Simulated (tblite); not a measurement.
**Geometry relaxation of C8H13ClO (part 4 of 4)**

Continued. System: C8H13ClO. Method: GFN2-xTB geometry optimisation, gas phase (tblite 0.8.0). 

Geometry of the input (Å):
```
C  -3.0989  0.5966  -0.9256
C  -2.3324  0.0500  -0.0085
C  -0.9529  -0.4909  -0.3034
C  -0.0209  0.3198  0.5498
C  1.4229  -0.0972  0.3838
C  1.8411  0.1097  -1.0827
C  2.2156  0.9491  1.1717
C  -0.9594  -1.9242  0.0351
O  -0.7169  -2.7138  -0.8867
Cl -1.2906  -2.5768  1.6186
H  -4.1101  0.9806  -0.6699
H  -2.8189  0.7029  -1.9624
H  -2.6441  -0.0531  1.0578
H  -0.7417  -0.3273  -1.4006
H  -0.2609  0.2153  1.6463
H  -0.1000  1.3959  0.3363
H  1.5992  -1.1110  0.7387
H  1.3285  -0.6723  -1.6822
H  1.5509  1.1220  -1.4263
H  2.9598  0.0032  -1.1615
H  2.4731  1.7469  0.4484
H  1.5345  1.3415  1.9764
H  3.1172  0.4600  1.5570
```

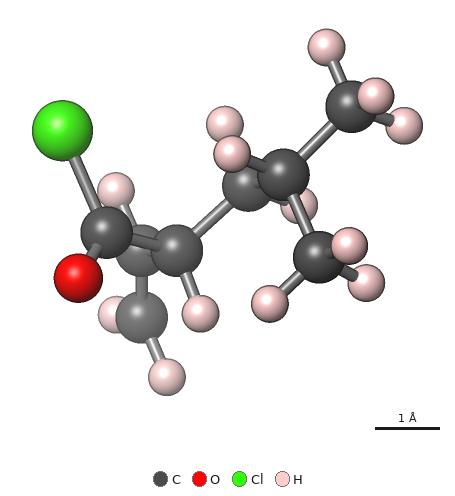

The geometry at step 104 of the log (ball-and-stick view, seen at a tilt).

## Trajectory as extended XYZ, continued
```
23
Properties=species:S:1:pos:R:3:forces:R:3 step=94 energy=-880.44306
C    -3.2532    0.5334   -0.9427   -0.0010   0.0040  -0.0010
C    -2.4417    0.0249   -0.0362    0.0010   0.0050  -0.0020
C    -1.0294   -0.4071   -0.3293   -0.0050   0.0020  -0.0010
C    -0.0412    0.4276    0.5030   -0.0130  -0.0040   0.0050
C     1.4216   -0.0115    0.3679   -0.0130   0.0000  -0.0020
C     1.9072    0.0378   -1.0784   -0.0030   0.0040  -0.0040
C     2.2903    0.8880    1.2457   -0.0030  -0.0080  -0.0030
C    -0.9001   -1.8727   -0.0429    0.0050   0.0050  -0.0070
O    -0.6721   -2.7437   -0.8134    0.0000   0.0020   0.0100
Cl   -1.1710   -2.2744    1.6613    0.0110  -0.0020  -0.0010
H    -4.2505    0.8518   -0.6933   -0.0040  -0.0020   0.0000
H    -2.9549    0.6590   -1.9705   -0.0020  -0.0050  -0.0050
H    -2.7562   -0.0943    0.9909    0.0000   0.0030  -0.0040
H    -0.8253   -0.2751   -1.3958    0.0010  -0.0040   0.0030
H    -0.3306    0.3649    1.5533   -0.0030   0.0080   0.0060
H    -0.1401    1.4689    0.1874    0.0090  -0.0070   0.0030
H     1.5096   -1.0428    0.7277    0.0110   0.0030   0.0040
H     1.4022   -0.7055   -1.6895    0.0010  -0.0050  -0.0010
H     1.7330    1.0230   -1.5058   -0.0030   0.0120  -0.0040
H     2.9742   -0.1673   -1.1189    0.0030  -0.0010  -0.0020
H     2.2223    1.9210    0.9105    0.0060  -0.0020   0.0000
H     1.9697    0.8416    2.2837   -0.0040  -0.0030   0.0040
H     3.3311    0.5792    1.1954    0.0080  -0.0040   0.0020
23
Properties=species:S:1:pos:R:3:forces:R:3 step=98 energy=-880.44329
C    -3.2561    0.5260   -0.9442   -0.0040   0.0050  -0.0030
C    -2.4414    0.0263   -0.0360   -0.0010   0.0010  -0.0040
C    -1.0295   -0.4046   -0.3306    0.0030  -0.0030   0.0080
C    -0.0419    0.4307    0.5011    0.0120   0.0020   0.0010
C     1.4201   -0.0109    0.3661    0.0110  -0.0010   0.0090
C     1.9076    0.0437   -1.0798   -0.0030   0.0020   0.0090
C     2.2920    0.8812    1.2481    0.0040   0.0060   0.0050
C    -0.9011   -1.8695   -0.0412   -0.0080  -0.0060   0.0100
O    -0.6794   -2.7445   -0.8086    0.0080   0.0020  -0.0110
Cl   -1.1678   -2.2657    1.6649    0.0110  -0.0020   0.0110
H    -4.2545    0.8413   -0.6957   -0.0050   0.0050  -0.0020
H    -2.9583    0.6462   -1.9728   -0.0110  -0.0060  -0.0070
H    -2.7514   -0.0875    0.9930   -0.0090   0.0040  -0.0060
H    -0.8265   -0.2757   -1.3977    0.0030   0.0030   0.0090
H    -0.3313    0.3726    1.5518   -0.0040  -0.0010  -0.0050
H    -0.1377    1.4710    0.1825    0.0030   0.0040   0.0010
H     1.5074   -1.0428    0.7239   -0.0010  -0.0110  -0.0090
H     1.4010   -0.6957   -1.6946    0.0080   0.0050   0.0000
H     1.7369    1.0322   -1.5020   -0.0030  -0.0050  -0.0030
H     2.9745   -0.1641   -1.1191   -0.0090   0.0000  -0.0070
H     2.2303    1.9152    0.9154    0.0080   0.0060   0.0000
H     1.9705    0.8348    2.2860   -0.0110  -0.0070  -0.0020
H     3.3317    0.5669    1.1998   -0.0030  -0.0020  -0.0050
23
Properties=species:S:1:pos:R:3:forces:R:3 step=101 energy=-880.44356
C    -3.2602    0.5183   -0.9468   -0.0010  -0.0100  -0.0070
C    -2.4412    0.0285   -0.0367   -0.0140   0.0060  -0.0020
C    -1.0293   -0.4025   -0.3306   -0.0070   0.0010   0.0050
C    -0.0413    0.4344    0.4990    0.0120   0.0010  -0.0020
C     1.4196   -0.0101    0.3657    0.0160  -0.0060  -0.0180
C     1.9073    0.0516   -1.0800    0.0100  -0.0050  -0.0130
C     2.2948    0.8741    1.2523   -0.0010  -0.0030  -0.0040
C    -0.9033   -1.8671   -0.0381    0.0110   0.0010   0.0150
O    -0.6863   -2.7446   -0.8041   -0.0010   0.0040  -0.0040
Cl   -1.1605   -2.2564    1.6714    0.0060  -0.0080   0.0030
H    -4.2601    0.8307   -0.6989    0.0120   0.0070  -0.0040
H    -2.9649    0.6287   -1.9775   -0.0170  -0.0010   0.0040
H    -2.7474   -0.0777    0.9942   -0.0140   0.0050  -0.0040
H    -0.8276   -0.2763   -1.3980    0.0090   0.0030   0.0010
H    -0.3330    0.3814    1.5489    0.0000  -0.0080   0.0110
H    -0.1346    1.4737    0.1770    0.0010   0.0080  -0.0040
H     1.5054   -1.0446    0.7175   -0.0100   0.0020  -0.0110
H     1.4005   -0.6833   -1.7003   -0.0050   0.0080   0.0080
H     1.7407    1.0428   -1.4986   -0.0040  -0.0180   0.0130
H     2.9732   -0.1607   -1.1213    0.0010   0.0070   0.0010
H     2.2427    1.9095    0.9221    0.0000   0.0020   0.0060
H     1.9686    0.8251    2.2884   -0.0010   0.0030   0.0030
H     3.3320    0.5514    1.2047   -0.0030   0.0010   0.0050
23
Properties=species:S:1:pos:R:3:forces:R:3 step=104 energy=-880.44388
C    -3.2673    0.5057   -0.9498   -0.0020  -0.0090   0.0020
C    -2.4409    0.0333   -0.0373    0.0030  -0.0080   0.0000
C    -1.0296   -0.4005   -0.3313    0.0040   0.0070   0.0020
C    -0.0392    0.4385    0.4940   -0.0140   0.0030   0.0010
C     1.4209   -0.0098    0.3614   -0.0180   0.0060  -0.0010
C     1.9119    0.0616   -1.0821    0.0040  -0.0070  -0.0030
C     2.2958    0.8647    1.2576    0.0000  -0.0050  -0.0010
C    -0.9055   -1.8646   -0.0319    0.0120   0.0120  -0.0080
O    -0.6966   -2.7454   -0.7967   -0.0050   0.0080   0.0180
Cl   -1.1513   -2.2450    1.6812    0.0040  -0.0090  -0.0060
H    -4.2653    0.8206   -0.6993   -0.0030   0.0080   0.0000
H    -2.9818    0.5997   -1.9844   -0.0020  -0.0010  -0.0090
H    -2.7404   -0.0575    0.9970   -0.0180   0.0080  -0.0020
H    -0.8283   -0.2792   -1.3997    0.0010  -0.0020   0.0080
H    -0.3336    0.3893    1.5440    0.0230  -0.0030  -0.0040
H    -0.1306    1.4773    0.1683    0.0010  -0.0060   0.0000
H     1.5013   -1.0474    0.7047   -0.0040   0.0020  -0.0040
H     1.3969   -0.6592   -1.7110   -0.0100  -0.0120  -0.0040
H     1.7576    1.0584   -1.4898   -0.0050   0.0090   0.0020
H     2.9744   -0.1631   -1.1230    0.0240   0.0030  -0.0060
H     2.2524    1.9031    0.9349   -0.0100  -0.0080   0.0040
H     1.9637    0.8100    2.2917    0.0070   0.0040  -0.0030
H     3.3309    0.5362    1.2117    0.0080   0.0010   0.0130
23
Properties=species:S:1:pos:R:3:forces:R:3 step=107 energy=-880.44416
C    -3.2750    0.4907   -0.9537    0.0010   0.0040  -0.0030
C    -2.4419    0.0365   -0.0380   -0.0050  -0.0010  -0.0020
C    -1.0297   -0.3962   -0.3306    0.0000   0.0000  -0.0010
C    -0.0378    0.4445    0.4894    0.0050   0.0040   0.0000
C     1.4207   -0.0094    0.3572    0.0040   0.0000   0.0080
C     1.9161    0.0711   -1.0844   -0.0040   0.0060   0.0010
C     2.2986    0.8530    1.2628    0.0010   0.0000   0.0050
C    -0.9063   -1.8589   -0.0257   -0.0090  -0.0140  -0.0010
O    -0.7085   -2.7445   -0.7878    0.0040   0.0110   0.0030
Cl   -1.1415   -2.2335    1.6903    0.0030   0.0010   0.0010
H    -4.2723    0.8075   -0.7024   -0.0050   0.0000   0.0040
H    -2.9972    0.5717   -1.9917    0.0070  -0.0070  -0.0020
H    -2.7386   -0.0393    0.9986   -0.0060   0.0040  -0.0040
H    -0.8289   -0.2801   -1.3993   -0.0050   0.0000  -0.0040
H    -0.3312    0.4008    1.5397    0.0210   0.0010   0.0020
H    -0.1250    1.4814    0.1577   -0.0060   0.0060   0.0060
H     1.4955   -1.0501    0.6917   -0.0050  -0.0020   0.0040
H     1.3937   -0.6381   -1.7210    0.0120  -0.0070  -0.0010
H     1.7693    1.0739   -1.4802    0.0020   0.0070  -0.0100
H     2.9778   -0.1607   -1.1261   -0.0080   0.0000  -0.0070
H     2.2629    1.8943    0.9483   -0.0090  -0.0110  -0.0030
H     1.9625    0.7940    2.2955    0.0050  -0.0030  -0.0030
H     3.3322    0.5184    1.2196   -0.0040   0.0020   0.0050
23
Properties=species:S:1:pos:R:3:forces:R:3 step=111 energy=-880.44433
C    -3.2749    0.4914   -0.9562    0.0040  -0.0020   0.0010
C    -2.4435    0.0357   -0.0395   -0.0010   0.0080   0.0010
C    -1.0297   -0.3945   -0.3291   -0.0040   0.0010   0.0020
C    -0.0377    0.4464    0.4915   -0.0030  -0.0030   0.0020
C     1.4203   -0.0093    0.3582   -0.0030   0.0000  -0.0070
C     1.9131    0.0709   -1.0846    0.0020  -0.0010  -0.0050
C     2.3004    0.8513    1.2631   -0.0020  -0.0020  -0.0010
C    -0.9050   -1.8574   -0.0246    0.0040  -0.0110  -0.0110
O    -0.7059   -2.7418   -0.7879   -0.0020   0.0130   0.0100
Cl   -1.1363   -2.2335    1.6913   -0.0020   0.0030  -0.0010
H    -4.2734    0.8060   -0.7053    0.0030  -0.0020  -0.0060
H    -2.9944    0.5743   -1.9933    0.0010  -0.0040   0.0010
H    -2.7444   -0.0421    0.9956    0.0030   0.0000   0.0010
H    -0.8275   -0.2780   -1.3978   -0.0060   0.0000   0.0040
H    -0.3279    0.4018    1.5425    0.0040   0.0000   0.0020
H    -0.1259    1.4838    0.1609    0.0010  -0.0030   0.0060
H     1.4929   -1.0503    0.6928    0.0000   0.0010  -0.0020
H     1.3964   -0.6454   -1.7181    0.0030   0.0040   0.0020
H     1.7586    1.0716   -1.4841    0.0010  -0.0080  -0.0020
H     2.9761   -0.1538   -1.1281    0.0000   0.0040   0.0000
H     2.2661    1.8917    0.9465   -0.0010  -0.0010   0.0010
H     1.9647    0.7944    2.2959   -0.0010  -0.0030   0.0000
H     3.3330    0.5138    1.2204   -0.0010   0.0040   0.0010
23
Properties=species:S:1:pos:R:3:forces:R:3 step=114 energy=-880.44437
C    -3.2782    0.4855   -0.9571    0.0040   0.0000   0.0070
C    -2.4435    0.0384   -0.0391   -0.0010  -0.0010  -0.0040
C    -1.0305   -0.3932   -0.3294    0.0040   0.0020   0.0040
C    -0.0369    0.4483    0.4886    0.0000   0.0010   0.0030
C     1.4206   -0.0094    0.3558   -0.0020   0.0010   0.0030
C     1.9162    0.0748   -1.0856    0.0000  -0.0010   0.0030
C     2.3001    0.8468    1.2655   -0.0010   0.0010  -0.0010
C    -0.9064   -1.8559   -0.0225   -0.0020   0.0080   0.0040
O    -0.7102   -2.7417   -0.7844    0.0010  -0.0040  -0.0030
Cl   -1.1339   -2.2281    1.6950   -0.0030   0.0020  -0.0020
H    -4.2759    0.8010   -0.7054   -0.0050   0.0000  -0.0050
H    -3.0015    0.5608   -1.9958    0.0060  -0.0030  -0.0010
H    -2.7416   -0.0330    0.9973    0.0010   0.0040   0.0030
H    -0.8296   -0.2791   -1.3986   -0.0040   0.0000   0.0040
H    -0.3256    0.4067    1.5402   -0.0010  -0.0040  -0.0010
H    -0.1240    1.4852    0.1565    0.0000  -0.0010   0.0030
H     1.4904   -1.0515    0.6875    0.0030  -0.0010  -0.0040
H     1.3956   -0.6345   -1.7233    0.0010  -0.0020  -0.0030
H     1.7694    1.0781   -1.4803   -0.0020   0.0010  -0.0040
H     2.9778   -0.1566   -1.1285    0.0040   0.0010   0.0000
H     2.2649    1.8887    0.9542   -0.0010   0.0020   0.0010
H     1.9649    0.7845    2.2982   -0.0040  -0.0040  -0.0030
H     3.3332    0.5112    1.2215    0.0000  -0.0010  -0.0020
```

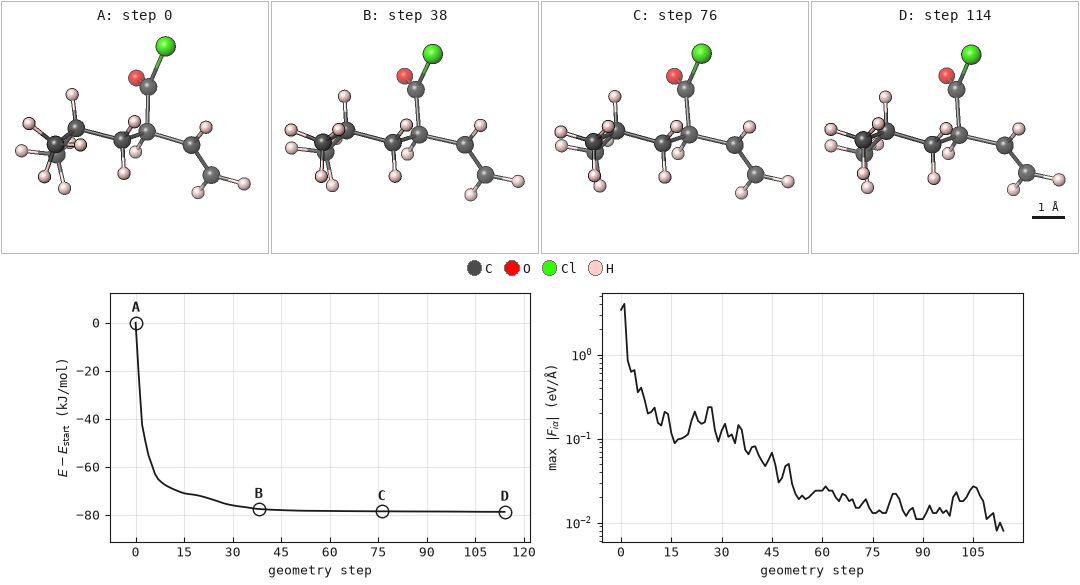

Frames of the relaxation (ball-and-stick view, seen at a tilt) above the curves, on which the letters mark them (steps are counted from 0).

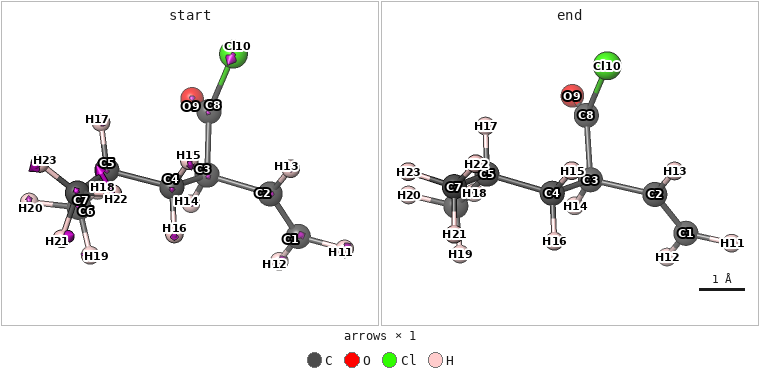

Before (left) and after (right) the relaxation, at one scale (ball-and-stick view, seen at a tilt). The pink arrows give the displacements, at true length. H22 moves most after the best rigid fit: 0.78 Å. Largest moves by element: H 0.78 Å, Cl 0.39 Å, C 0.21 Å, O 0.10 Å. Among the contacts that change: C8–O9 1.238 → 1.185 Å, C7–H22 1.125 → 1.088 Å, C3–C4 1.501 → 1.538 Å, C3–H14 1.129 → 1.094 Å. Among the angles that change: C3–C8–Cl10 125.0° → 113.1°, C3–C8–O9 116.7° → 127.7°, H22–C7–H23 113.7° → 108.3°. After 114 geometry steps the energy has fallen by 78.7 kJ/mol. Largest force component: 3.4 eV/Å at the start, 0.008 eV/Å at the end. (Atoms are counted from 1 in the order of the input.)
